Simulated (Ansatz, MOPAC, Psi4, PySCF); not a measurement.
BH3 (SMILES B) and AsH3 (SMILES [AsH3]) are pulled apart as rigid monomers along the line of their centres of mass, from the B3LYP-D3(BJ)/def2-TZVP minimum. Starting geometry (charge 0, multiplicity 1):
```xyz
8

B     -0.00516    -0.05977     0.62956
H     -0.86618     0.77756     0.57872
H     -0.35292    -1.18244     0.37704
H      1.06646     0.26575     0.19285
As     0.37495    -0.17240     2.68248
H     -0.74711    -0.56229     3.61428
H      0.84764     1.06377     3.40896
H      1.42331    -1.13762     3.18107
```

Interaction energies with rigid monomers; basis-set methods are counterpoise corrected unless marked otherwise.

Correlated levels freeze the cores. Filled d and f shells under p-block atoms count as core. The state that AM1 reach isn't checked.

The values were computed with Ansatz (a first-principles code); MOPAC for AM1 (differences of heats of formation); Psi4 for SAPT; PySCF for the dispersion terms. Each number belongs to the level named beside it.

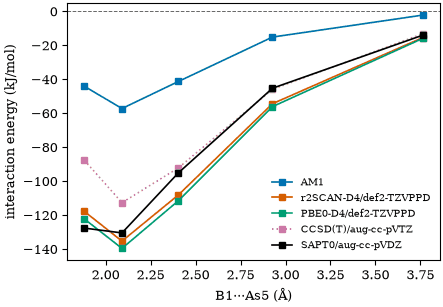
Figure. Interaction energy against separation

Problem. Which level binds most strongly at B1···As5 = 2.09, and by how much?

Solution. PBE0-D4/def2-TZVPPD, -140 kJ/mol.
